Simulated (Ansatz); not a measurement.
Input file:

```
crystal:
  periodic: [false, false, false]
  atoms:
    - { symbol: B, position_ang: [0.039666, 0.295379, -7.2e-05] }
    - { symbol: H, position_ang: [-0.068221, 0.350456, 1.195488] }
    - { symbol: H, position_ang: [1.12054, 0.466382, -0.514815] }
    - { symbol: H, position_ang: [-0.955117, 0.127999, -0.668623] }
    - { symbol: S, position_ang: [0.335183, -2.667245, 0.800562] }
    - { symbol: H, position_ang: [-0.914192, -2.906633, 0.307239] }
    - { symbol: H, position_ang: [-0.09386, -1.503538, 1.423521] }
basis:
  gaussian: { orbitals: def2-SVP }
hamiltonian:
  xc: blyp
relax:
  f_tol: 0.03
  max_steps: 50
output:
  orbitals: {}
```

Command:

```sh
ansatz run input.yaml --threads 1 --pin off --max-ram 2048MiB --backend cpu --events-out ev --progress --plain --runs-dir out
```

The fields are those of the run's last geometry, not of the input's.

The calculation used RKS BLYP/def2-SVP (Ansatz).

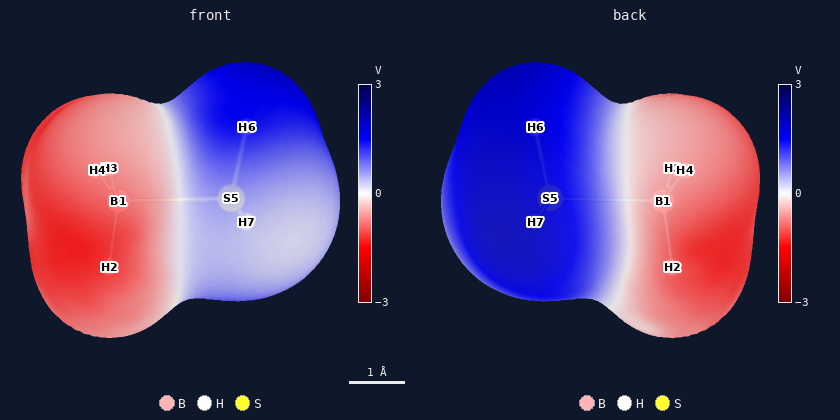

BH$_{5}$S. The electrostatic potential painted on the density surface at 0.002 e/bohr³, seen from the front and from behind; the colour scale runs from red (negative) to blue (positive).

Q: Which sites attract a positive test charge, and which a negative one?

A: A positive charge is drawn to the negative regions and a negative charge to the positive ones. The most negative region (about −1.3 V, or −30 kcal/mol for a unit charge) lies over H2, the most positive (about +2.0 V, or +46 kcal/mol for a unit charge) over H6 and H7.
